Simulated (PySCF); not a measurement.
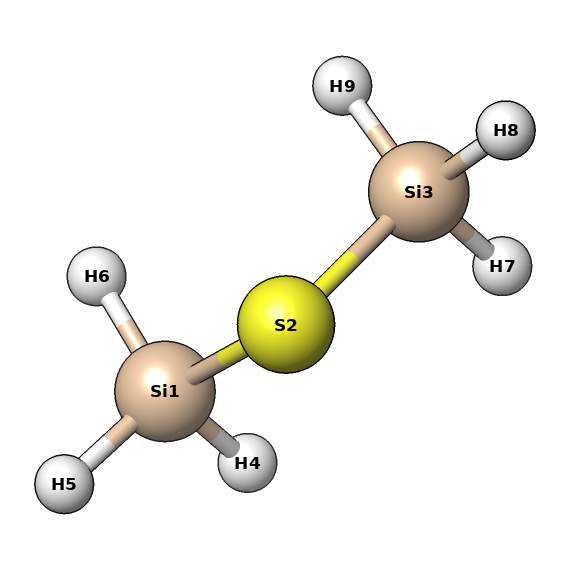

Computed geometry: PBE0-D3(BJ)/def2-SVP optimisation. No frequency run is at hand to confirm it as a minimum. Electric field gradients from the ground-state density, PBE0/cc-pVDZ (PySCF 2.14.0), non-relativistic apart from any core potentials.

Give the largest field-gradient component, the quadrupole coupling constant and the asymmetry for 33S at S2 (Q = −67.81 mb), 2H at H4 (Q = 2.86 mb), 2H at H5 (Q = 2.86 mb).

```tsv
atom	V_zz (a.u.)	e²qQ/h (MHz)	η
S2	−1.560	24.9	0.52
H4	0.157	0.106	0.02
H5	0.160	0.107	0.02
```
